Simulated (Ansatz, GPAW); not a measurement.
# Work function of OH/Nb(110) at several levels, part 3 of 3

Aim: the work function of both faces of OH/Nb(110), and its spread over functionals and bases.

GPAW 26.7.0 and Ansatz 0.2.0; Ansatz plane waves; slab in vacuum with a dipole correction, relaxation (the session's first sound run).

So far, upper work function (eV): step 2 (relaxing the atoms, PBE) 3.13; step 3 (plane waves, PBE) 3.14; step 4 (self-consistent run: xc = "RPBE") 3.03; step 5 (self-consistent run: xc = "LDA") 3.37.

## Step 6: Self-consistent run: xc = "vdW-DF2"

Level of this step: GPAW, PAW setups; slab in vacuum (GPAW).

The same geometry under vdW-DF2, to see how far the functional moves the levels against the vacuum (the van der Waals functionals take revPBE setups).

run.py

```python
import json
import numpy as np
from ase import Atoms
from gpaw import GPAW, PW

slab = Atoms(
    ['Nb', 'Nb', 'Nb', 'Nb', 'Nb', 'Nb', 'Nb', 'Nb', 'Nb', 'Nb', 'Nb', 'Nb', 'Nb', 'Nb', 'Nb', 'Nb', 'O', 'H'],
    positions=[
        [0.00000, 0.00000, 7.00000],
        [2.33345, 0.00000, 9.33345],
        [0.00293, 0.00016, 11.71062],
        [2.37011, -0.03843, 14.04077],
        [2.33345, 1.65000, 7.00000],
        [4.66690, 1.65000, 9.33345],
        [2.33053, 1.64984, 11.71062],
        [4.61238, 1.57899, 13.90529],
        [2.33345, -1.65000, 7.00000],
        [4.66690, -1.65000, 9.33345],
        [2.34490, -1.65783, 11.66976],
        [4.63025, -1.61157, 14.04077],
        [4.66690, 0.00000, 7.00000],
        [7.00036, 0.00000, 9.33345],
        [4.65546, 0.00783, 11.66976],
        [7.05488, 0.07101, 13.90529],
        [1.16673, 0.82500, 15.56874],
        [1.16673, 0.82500, 16.53708]],
    cell=[[4.6669, -3.3, 0.0], [4.6669, 3.3, 0.0], [0.0, 0.0, 23.78261]],
    pbc=[True, True, False])

slab.calc = GPAW(mode=PW(500), xc='vdW-DF2', kpts={'size': (6, 6, 1), 'gamma': True},
                 occupations={'name': 'fermi-dirac', 'width': 0.1}, nbands='160%',
                 convergence={'density': 1e-05}, maxiter=200,
                 poissonsolver={'dipolelayer': 'xy'},
                 symmetry={'tolerance': 1e-3}, txt='slab.txt')
result = {}
energy = slab.get_potential_energy()
fermi = slab.calc.get_fermi_level()
v = slab.calc.get_electrostatic_potential().mean((0, 1)) - fermi
n = slab.calc.get_pseudo_density().mean((0, 1))
L = slab.cell[2, 2]
z = np.arange(len(v)) * L / len(v)
low, high = slab.positions[:, 2].min(), slab.positions[:, 2].max()
below, above = np.interp([low - 4.8, high + 4.8], z, v)
slopes = [np.interp(x, z, np.gradient(v, z)) for x in (low - 4.8, high + 4.8)]
eps = np.array([[slab.calc.get_eigenvalues(k, s) for k in range(len(slab.calc.get_ibz_k_points()))]
                for s in range(slab.calc.get_number_of_spins())]) - fermi
top, bottom = eps[eps < 0].max(), eps[eps > 0].min()
dipole = slab.get_dipole_moment()[2]
print(f'energy {energy:.4f} eV, Fermi level {fermi:.4f} eV, dipole {dipole:.5f} e A')
print(f'potential 4.8 A off the faces, from the Fermi level: lower {below:.4f} eV, upper {above:.4f} eV')
print(f'slope of the potential there: lower {slopes[0]:.5f}, upper {slopes[1]:.5f} eV/A')
print(f'nearest levels on the mesh: {top:.4f} and {bottom:.4f} eV')
print('magnetic moment', round(slab.get_magnetic_moment(), 3))
result.update(energy=energy, fermi=fermi, dipole=dipole, below=below, above=above, slopes=slopes, edges=[top, bottom],
              z=z.tolist(), v=v.tolist(), n=n.tolist(), positions=slab.positions.tolist(),
              forces=slab.get_forces(apply_constraint=False).tolist(), moments=slab.get_magnetic_moments().tolist())
json.dump(result, open('result.json', 'w'))
```

Started as:

```bash
OMP_NUM_THREADS=1 OPENBLAS_NUM_THREADS=1 python run.py
```

Numbers of over 12 decimals in the logs are rounded to 6 here.

Output:

```text
energy -1459.4738 eV, Fermi level 2.3627 eV, dipole 0.20937 e A
potential 4.8 A off the faces, from the Fermi level: lower 4.7826 eV, upper 3.5549 eV
slope of the potential there: lower -0.00442, upper 0.00031 eV/A
nearest levels on the mesh: -0.0034 and 0.0085 eV
magnetic moment 0.0
```

Run time: 2.2 h. Hardware: 1 thread of Arm Neoverse N1, shared host; peak memory 2.2 GiB.

This step gave:

```
dipole along the normal                    : 0.2094 e·Å
levels nearest the Fermi level on the mesh : -0.003397, 0.008503 eV from the Fermi level
upper work function                        : 3.555 eV
lower work function                        : 4.783 eV
```

The upper face's work function is 3.555 eV, against 3.140 eV in the first plane-wave PBE run at this geometry.

## Step 7: Real-space grid: mode = "fd"

A real-space grid is a second complete basis, so it checks the plane-wave result.

Changes to run.py since step 6:

```diff
@@ -3,3 +3,3 @@
 from ase import Atoms
-from gpaw import GPAW, PW
+from gpaw import GPAW
 
@@ -29,3 +29,3 @@
 
-slab.calc = GPAW(mode=PW(500), xc='vdW-DF2', kpts={'size': (6, 6, 1), 'gamma': True},
+slab.calc = GPAW(mode='fd', h=0.18, xc='PBE', kpts={'size': (6, 6, 1), 'gamma': True},
                  occupations={'name': 'fermi-dirac', 'width': 0.1}, nbands='160%',
```

Output:

```text
energy -170.5603 eV, Fermi level -3.8352 eV, dipole 0.23683 e A
potential 4.8 A off the faces, from the Fermi level: lower 4.5300 eV, upper 3.1395 eV
slope of the potential there: lower -0.00234, upper 0.00003 eV/A
nearest levels on the mesh: -0.0023 and 0.0096 eV
magnetic moment 0.0
```

It took 6.2 h on 1 thread; peak memory 7 GiB.

Numbers from this step:

```
dipole along the normal                    : 0.2368 e·Å
levels nearest the Fermi level on the mesh : -0.002324, 0.009646 eV from the Fermi level
upper work function                        : 3.140 eV
lower work function                        : 4.530 eV
```

The upper face's work function is 3.140 eV, against 3.140 eV in the first plane-wave PBE run at this geometry.

## Step 8: All levels side by side

Times are for 1 thread of Arm Neoverse N1, shared host. The runs compared:

```
no.      run  upper work function (eV)  lower work function (eV)   time  memory (GiB)
  1       pw                     3.140                     4.531  2.3 h           1.6
  2     RPBE                     3.027                     4.400  2.2 h           1.6
  3      LDA                     3.372                     4.777  2.2 h           1.7
  4  vdW DF2                     3.555                     4.783  2.2 h           2.2
  5       fd                     3.140                     4.530  6.2 h           7.0
```

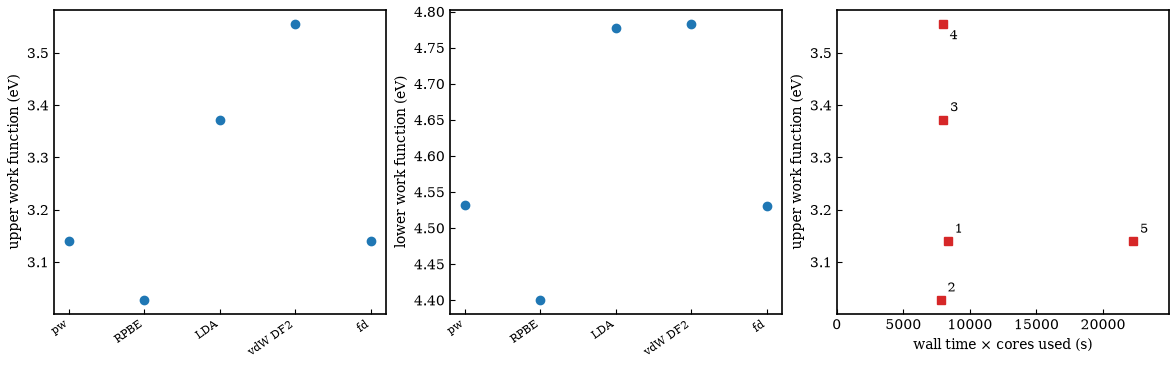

The series as plots; the last panel sets the first result against cost, with the runs numbered as in the table.

## Step 9: A second plane-wave code

A second program with its own datasets checks the number independently.

This step: Ansatz plane waves; slab in vacuum with a dipole correction (Ansatz 0.2.0).

input.yaml

```yaml
crystal:
  lattice:
    - [4.6669047558, -3.3, 0.0]
    - [4.6669047558, 3.3, 0.0]
    - [0.0, 0.0, 23.782612665]
  atoms:
    - { symbol: Nb, position: [0.0, 0.0, 0.2943326748] }
    - { symbol: Nb, position: [0.25, 0.25, 0.392448572] }
    - { symbol: Nb, position: [0.0002897143, 0.0003370504, 0.4924027872] }
    - { symbol: Nb, position: [0.2597501537, 0.248104054, 0.5903797837] }
    - { symbol: Nb, position: [0.0, 0.5, 0.2943326748] }
    - { symbol: Nb, position: [0.25, 0.75, 0.392448572] }
    - { symbol: Nb, position: [-0.0002897143, 0.4996629496, 0.4924027872] }
    - { symbol: Nb, position: [0.2549168694, 0.7333993123, 0.5846828314] }
    - { symbol: Nb, position: [0.5, 0.0, 0.2943326748] }
    - { symbol: Nb, position: [0.75, 0.25, 0.392448572] }
    - { symbol: Nb, position: [0.5024121752, 4.08674e-05, 0.4906843406] }
    - { symbol: Nb, position: [0.7402498463, 0.251895946, 0.5903797837] }
    - { symbol: Nb, position: [0.5, 0.5, 0.2943326748] }
    - { symbol: Nb, position: [0.75, 0.75, 0.392448572] }
    - { symbol: Nb, position: [0.4975878248, 0.4999591326, 0.4906843406] }
    - { symbol: Nb, position: [0.7450831306, 0.7666006877, 0.5846828314] }
    - { symbol: O, position: [0.0, 0.25, 0.6546270828] }
    - { symbol: H, position: [0.0, 0.25, 0.6953434261] }
kpoints:
  mp_grid: { grid: [6, 6, 1] }
hamiltonian:
  xc: pbe
scf:
  occupations: { method: fermi_dirac, width: 0.1 }
efield:
  axis: 3
  dipole_correction: true
  ramp_width: 0.05
output:
  forces: true
  write_potential: true
  write_density: true
  volumetric_format: npy
  elf: true
```

Started as:

```bash
ansatz run input.yaml --threads 4 --pin off --max-ram 8192MiB --backend cpu --events-out ev --progress --plain --runs-dir out
```

Output:

```text
[...]
Crystal: 18 atoms, lattice volume = 732.542 Å³
Basis set: ecut = 420 eV, 14295 PW (Γ), exchange–correlation on 80×80×320 points (8 copies of the dense FFT grid, shifted against one another)
Bands: 129, of which v1, the nominal top of the filled ones, is band 108 counted from 1 (107 counted from 0)
Symmetry: 2 space group operations
[...]
k-points: 20 of 36
[...]
SCF iter   1: F=—  HF=-73413.908264 eV  |F-HF|=—  |Δ(HF+E_count)|=         —  Δρ=9.01e-3  dr2=9.87e0  ethr=1.77e-3  p=0.217 e·Å  D=5.37e-2 V/Å  ΔV_dip=-1.28 eV  dr2_dipole=8.86e-3  V_vac-E_F(+/−)=3.57/4.85 eV  ⟨swp⟩=8.0  Hψ=10987  notcnv=0
[...]
SCF iter   8: F=-73413.565156 eV  HF=-73413.565156 eV  |F-HF|=3.37e-8  |Δ(HF+E_count)|=   5.40e-7  Δρ=2.11e-6  dr2=5.44e-8  ethr=4.65e-11  p=0.237 e·Å  D=5.86e-2 V/Å  ΔV_dip=-1.39 eV  dr2_dipole=6.60e-11  V_vac-E_F(+/−)=3.13/4.53 eV  ⟨swp⟩=18.9  Hψ=22338  notcnv=0
SCF 1 converged in 8 iterations: F = -73413.565156 eV  dr2 = 5.44e-8
[...]
SCF converged after 8 iterations
Free energy (F): -73413.565156 eV
[...]
Internal energy: -73412.901751 eV  (E = F + TS)
E sigma→0 (E₀):  -73413.233454 eV
Entropy (-TS):   -0.663405 eV (-36.856 meV/atom)
Fermi energy:    5.018351 eV
Dipole field:    D = 0.058614 V/Å  (p = 0.237287 e·Å, saw-weighted, corrected)
Work function:   Φ+ = 3.1333 eV   Φ− = 4.5272 eV
[...]
--- Forces (eV/Å), atoms counted from 1 ---
  atom   1  Nb     0.01553736    -0.00249782     0.31119833
  atom   2  Nb    -0.01834049    -0.00961960    -0.27951213
  atom   3  Nb    -0.00081873     0.00127744    -0.00050829
  atom   4  Nb     0.00808535     0.00273402    -0.00268024
  atom   5  Nb    -0.01553736     0.00249782     0.31119833
  atom   6  Nb    -0.06793501     0.05647700    -0.36425809
  atom   7  Nb     0.00081873    -0.00127744    -0.00050829
  atom   8  Nb    -0.00864690     0.00297347     0.00277067
  atom   9  Nb     0.01894797     0.00650837     0.32943676
  atom  10  Nb     0.01834049     0.00961960    -0.27951213
  atom  11  Nb    -0.00094456     0.00196651     0.00174619
  atom  12  Nb    -0.00808535    -0.00273402    -0.00268024
  atom  13  Nb    -0.01894797    -0.00650837     0.32943676
  atom  14  Nb     0.06793501    -0.05647700    -0.36425809
  atom  15  Nb     0.00094456    -0.00196651     0.00174619
  atom  16  Nb     0.00864690    -0.00297347     0.00277067
  atom  17  O      0.00000000     0.00000000     0.00476442
  atom  18  H      0.00000000     0.00000000    -0.00119888
  max |Σ_I F_I| component: 4.81e-5 eV/Å
--- Band table (eV; the first three rows and the last of 20) ---
  k-point 0: bands = [... 104 lower, 5.1946, 5.2444, 5.3394, 5.3756, 5.6762, 5.7176, 6.5123, 6.5538, ... 17 higher]
  k-point 1: bands = [... 104 lower, 5.0110, 5.0996, 5.1614, 5.2884, 5.4629, 5.7427, 6.0314, 6.1614, ... 17 higher]
  k-point 2: bands = [... 104 lower, 4.7296, 4.8092, 4.8550, 4.9307, 5.1336, 5.3050, 5.3568, 5.4020, ... 17 higher]
  k-point 19: bands = [... 104 lower, 4.7632, 5.0136, 5.0336, 5.1498, 5.1606, 5.1834, 5.1849, 5.2836, ... 17 higher]
```

Elapsed: 3.1 min, on 4 threads; peak memory 2.7 GiB; 8.5 min of CPU time.

Numbers from this step:

```yaml
upper_work_function: 3.133 eV
lower_work_function: 4.527 eV
dipole_along_the_normal: 0.2373 e·Å
dipole_field: 0.05861 V/Å
vacuum_level_above: 8.152 eV
vacuum_level_below: 9.546 eV
```

The electrostatic potential energy of an electron (with the applied field's), less the Fermi level, planar mean oscillates, so the rows of the table below give means over windows of 1 Å about each position, cut where the curve ends. Its maxima inside the range that stand out by 2 % of the span (Å: eV): 0.7: 4.53, 8.2: -1.11, 10.6: -1.04, 12.8: -1.63. Its minima: 7.0: -21.8, 9.4: -21.6, 11.7: -21.5, 14.0: -21.8.

Table of electrostatic potential energy of an electron (with the applied field's), less the Fermi level, planar mean by z; means over each step:

```
z (Å)  electrostatic potential energy of an electron (with the applied field's), less the Fermi level, planar mean (eV)
    0                                                                                                              4.27
    1                                                                                                              4.53
    2                                                                                                              4.53
    3                                                                                                              4.52
    4                                                                                                              4.44
    5                                                                                                              3.68
    6                                                                                                             -3.13
    7                                                                                                             -18.5
    8                                                                                                             -4.41
    9                                                                                                             -15.5
   10                                                                                                             -9.24
   11                                                                                                             -8.80
   12                                                                                                             -15.8
   13                                                                                                             -5.01
   14                                                                                                             -18.5
   15                                                                                                             -3.73
   16                                                                                                              1.84
   17                                                                                                              2.83
   18                                                                                                              3.11
   19                                                                                                              3.13
   20                                                                                                              3.13
   21                                                                                                              3.13
   22                                                                                                              3.13
   23                                                                                                              3.25
```

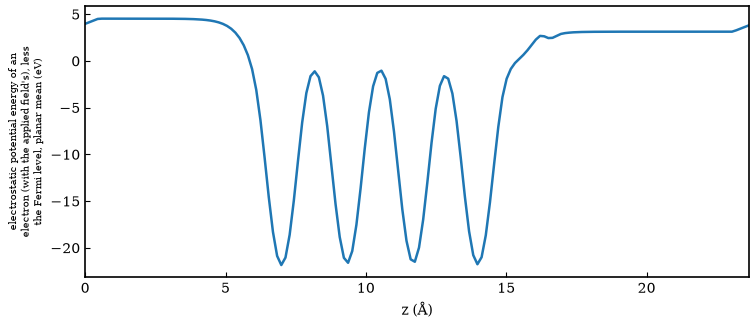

Electrostatic potential energy of an electron (with the applied field's), less the Fermi level, planar mean against z.

The valence density, planar mean oscillates, so the rows of the table below give means over windows of 2.38 Å about each position, cut where the curve ends. Its maxima inside the range that stand out by 2 % of the span (Å: e/Å³): 7.0: 1.29, 9.4: 1.29, 11.7: 1.28, 14.0: 1.29, 15.5: 0.270. Its minima: 8.2: 0.261, 10.6: 0.253, 12.8: 0.281, 15.0: 0.221.

Valence density, planar mean against z; means over each step:

```
z (Å)  valence density, planar mean (e/Å³)
 1.19                               8.8e-6
 3.57                              0.00212
 5.95                                0.426
 8.33                                0.734
10.71                                0.721
13.09                                0.757
15.47                                0.288
17.85                              0.00433
20.23                               8.3e-6
```

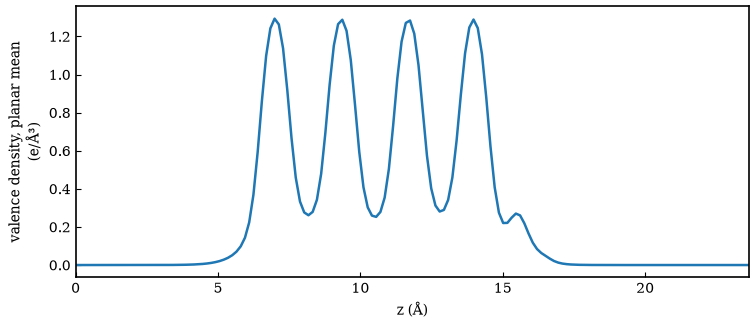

Valence density, planar mean against z.

Force by atom:

```
atom  x (eV/Å)  y (eV/Å)  z (eV/Å)   size
 Nb1     0.016    -0.002     0.311  0.312
 Nb2    -0.018    -0.010    -0.280  0.280
 Nb3    -0.001     0.001    -0.001  0.002
 Nb4     0.008     0.003    -0.003  0.009
 Nb5    -0.016     0.002     0.311  0.312
 Nb6    -0.068     0.056    -0.364  0.375
 Nb7     0.001    -0.001    -0.001  0.002
 Nb8    -0.009     0.003     0.003  0.010
 Nb9     0.019     0.007     0.329  0.330
Nb10     0.018     0.010    -0.280  0.280
Nb11    -0.001     0.002     0.002  0.003
Nb12    -0.008    -0.003    -0.003  0.009
Nb13    -0.019    -0.007     0.329  0.330
Nb14     0.068    -0.056    -0.364  0.375
Nb15     0.001    -0.002     0.002  0.003
Nb16     0.009    -0.003     0.003  0.010
 O17     0.000     0.000     0.005  0.005
 H18     0.000     0.000    -0.001  0.001
```

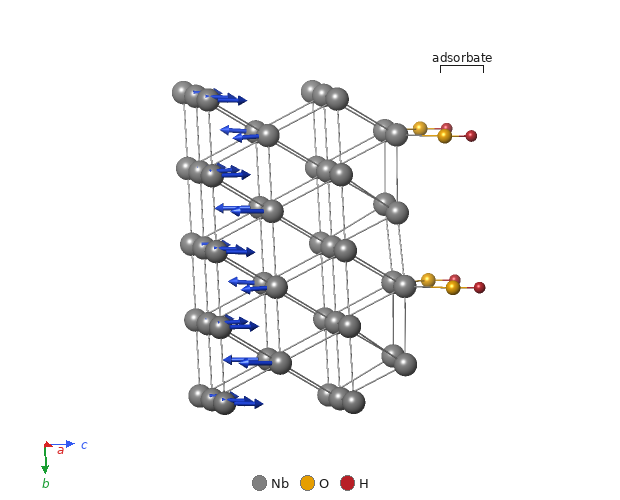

Force as arrows, the longest 0.375 eV/Å. 1×2×1 cells are drawn. Some periodic images of atoms are drawn too.

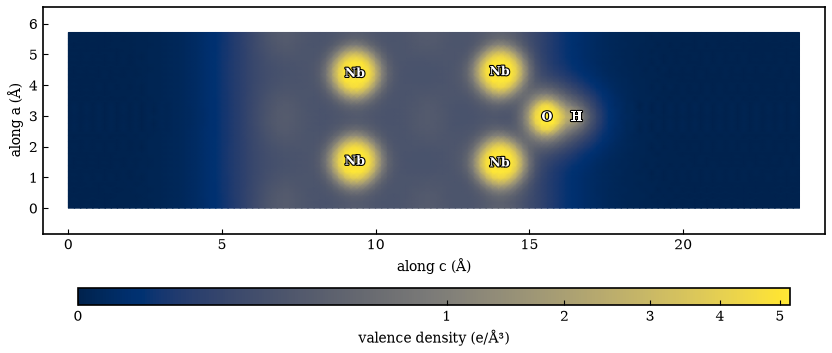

Valence density in the ca plane at fractional y = 0.248, with atoms of Nb and O and H within 0.2 Å of it. It is the smooth field of the valence electrons, not physical close to the nuclei. The map starts off the cell's origin, so that atoms lie inside it. The colour scale is stretched toward low values.

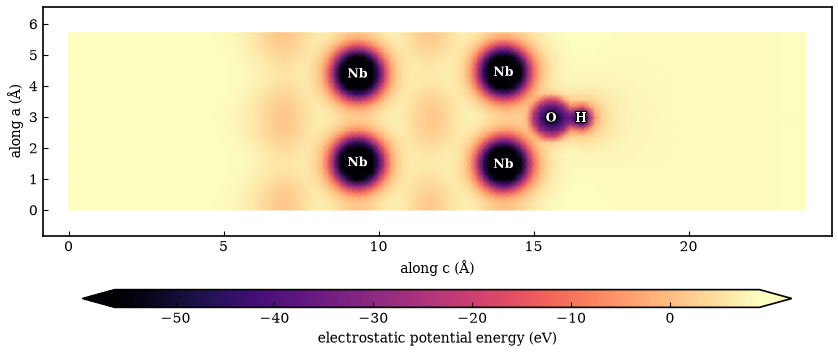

Electrostatic potential energy in the ca plane at fractional y = 0.248, with atoms of Nb and O and H within 0.2 Å of it. With pseudopotentials it is smooth inside the atoms' cores, unlike the true potential. The map starts off the cell's origin, so that atoms lie inside it.

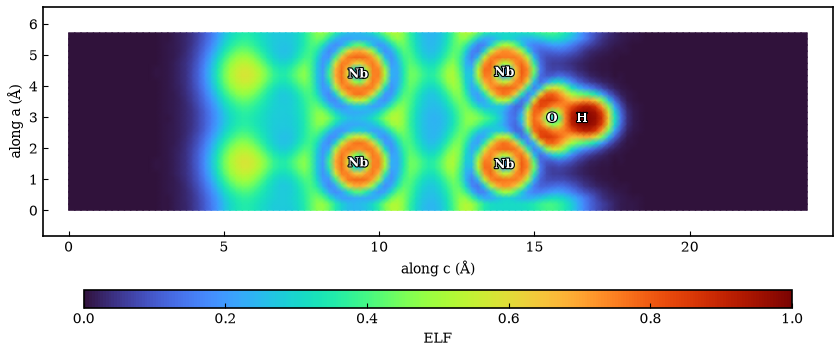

ELF in the ca plane at fractional y = 0.248, with atoms of Nb and O and H within 0.2 Å of it. It is the smooth field of the valence electrons, not physical close to the nuclei. The map starts off the cell's origin, so that atoms lie inside it.

The upper face's work function is 3.133 eV, against 3.140 eV in the first plane-wave PBE run at this geometry.

## Step 10: Side by side

Results and costs are gathered.

This step: comparison of work functions, dipole and cost (GPAW 26.7.0).

Ladder, by row:

```
   step    code  work function, upper (eV)  work function, lower (eV)  dipole (e Å)  wall time (s)  peak memory (GiB)  threads
     pw    GPAW                       3.14                      4.531        0.2371           8333               1.65        1
   RPBE    GPAW                      3.027                        4.4         0.234           7795               1.65        1
    LDA    GPAW                      3.372                      4.777        0.2395           7994               1.66        1
vdW-DF2    GPAW                      3.555                      4.783        0.2094           7946               2.17        1
     fd    GPAW                       3.14                       4.53        0.2368          22256               7.02        1
 ansatz  Ansatz                      3.133                      4.527        0.2373          185.5              2.702        4
```

## Step 11: A changed run

One more run, with changed settings.

This step: GPAW, PAW setups; slab in vacuum (GPAW 26.7.0).

Changes to run.py since step 7:

```diff
@@ -29,5 +29,5 @@
 
-slab.calc = GPAW(mode='fd', h=0.18, xc='PBE', kpts={'size': (6, 6, 1), 'gamma': True},
+slab.calc = GPAW(mode='fd', h=0.4, xc='PBE', kpts={'size': (6, 6, 1), 'gamma': True},
                  occupations={'name': 'fermi-dirac', 'width': 0.1}, nbands='160%',
-                 convergence={'density': 1e-05}, maxiter=200,
+                 convergence={'density': 1e-05}, maxiter=75,
                  poissonsolver={'dipolelayer': 'xy'},
```

Started as:

```bash
OMP_NUM_THREADS=1 OPENBLAS_NUM_THREADS=1 python run.py
```

Output:

```text
energy -140.8691 eV, Fermi level -4.7866 eV, dipole -0.11240 e A
potential 4.8 A off the faces, from the Fermi level: lower 4.4531 eV, upper 5.1191 eV
slope of the potential there: lower -0.00261, upper 0.00004 eV/A
nearest levels on the mesh: -0.0034 and 0.0013 eV
magnetic moment 0.0
```

Wall time 59 min (1 thread); peak memory 0.71 GiB.

The run finished. A setting was moved off its sound value on purpose, so it serves as a test and not as the result.

The fault put into the input: a grid far too coarse (mode = "fd" and h = 0.4).

The two runs compared:

```
                     quantity  this run  sound run  difference
dipole along the normal (e·Å)  -0.11240    0.23714      -0.350
     upper work function (eV)    5.1191     3.1397        1.98
     lower work function (eV)    4.4531     4.5313     -0.0782
```

The dipole along the normal changes sign: -0.112 e·Å against 0.237 e·Å.

## Step 12: Outcome

* work function, upper and lower face: 3.140 and 4.531 eV
* dipole along the normal: 0.237 e Å

What this shows: With plane waves and PBE the work function is 3.14 eV on the upper face and 4.53 eV on the lower. The two faces differ by 1.4 eV, the step that the slab's dipole makes (e p/(ε0 A) gives 1.4 eV), so the dipole layer is needed. Over the sound runs of the table the upper face's work function spans 3.027 (RPBE) to 3.555 eV (vdW-DF2). The two plane-wave codes differ by 0.0065 eV on the upper face. At this geometry GPAW leaves forces of up to 0.27 eV/Å on free atoms, so it isn't GPAW's own minimum, and dipole and steps would shift on relaxing there. The cell of 30.8 Å² holds one OH, started on one chosen site; other sites and coverages weren't tried. The in-plane lattice was kept as typed, which isn't the functional's own and leaves some strain; spin-orbit coupling and temperature are left out.

[Logs are printed without paths, hosts, clocks, repeated set-up lines and the standing remarks that a program may print on its own settings, such as how far it seeks lower states.]

[Hosts, paths, dates, database ids (printed as entryN), source tags and the programs' standing remarks are cut or masked in the printed files.]
